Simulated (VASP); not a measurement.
Band structure of Sr (fcc). Method: r2SCAN+rVV10, VASP's PBE PAW potentials (set 64) (plane waves; VASP).

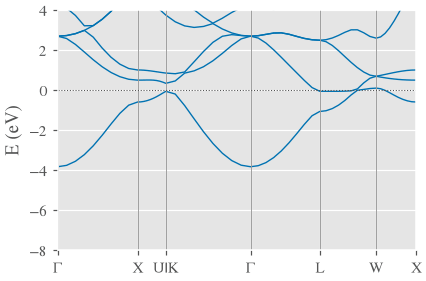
*Bands along high-symmetry lines, zero at the valence-band maximum or, without a gap, the Fermi level*

Question: Read the plot: is there a gap, and where are the band edges?

Answer: It has no gap at this level: it comes out as a metal or semimetal.

The compound is Sr in the fcc structure. It was relaxed first.
